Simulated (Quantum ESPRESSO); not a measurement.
**Cost against accuracy: ecutwfc for SiBi3O7 (P6_3, 22 atoms in the cell)**

Cell: a = 8.3388 Å, b = 8.3388 Å, c = 5.4139 Å, α = 90.00°, β = 90.00°, γ = 120.00°.

Level of theory: LDA (PW92), PseudoDojo standard norm-conserving (LDA) pseudopotentials (plane waves; Quantum ESPRESSO).

Base settings: ecutwfc = 85 Ry; occupations = smearing; smearing = methfessel-paxton; degauss = 0.0147 Ry; potentials = {Si: Si.upf, Bi: Bi.upf, O: O.upf}; K_POINTS = automatic 3 3 4 0 0 0; conv_thr = 1e-10 Ry; mixing_beta = 0.7.

Misses are taken against the tightest run, 85 Ry, which need not be fully converged itself. The energy is the free energy per atom.

The count of work is k-points × plane waves × bands × iterations; it is no time, and leaves out set-up, grids and terms that scale otherwise. Core times come from one kind of shared machine and are given to one figure; runs under 30 s give none.

The starting cell comes from a database of computed structures (which also holds hypothetical and non-ambient phases and stackings), without a prior relaxation at this level. Its lattice was rescaled by a random factor within 2.5 % of one. In the base run, with a pressure of about -13 GPa the cell is away from its equilibrium volume at this level. The run gives no clean gap (levels at the Fermi energy touch, overlap or are partly filled at this smearing), which alone does not show that the compound is a metal.

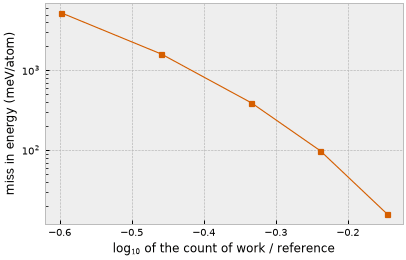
Figure. Miss against the count of work; the reference run is not drawn, and misses under 0.1 meV/atom are drawn there.

```
ecutwfc  energy less reference (meV/atom)  pressure less reference (GPa)  largest difference in the force on any atom (eV/Å)  count of work / reference  core time / reference (rough)
-------  --------------------------------  -----------------------------  --------------------------------------------------  -------------------------  -----------------------------
34 Ry                             5262.16                        -185.33                                               0.329                       0.25                            0.1
42 Ry                             1602.35                         -72.82                                               0.268                       0.35                            0.2
51 Ry                              391.59                         -23.40                                               0.037                       0.46                            0.2
59 Ry                               98.40                          -7.68                                               0.025                       0.58                            0.7
68 Ry                               15.91                          -1.74                                               0.005                       0.72                            0.6
85 Ry                                0.00                           0.00                                               0.000                        1.0                              1
```

The last two settings still differ by 16 meV/atom, so the table cannot show that the reference is converged.

The step from 34 Ry to 68 Ry: it takes the miss in the energy from 5300 to 16 meV/atom, for 2.8 times the count of work and roughly 5 times the time.
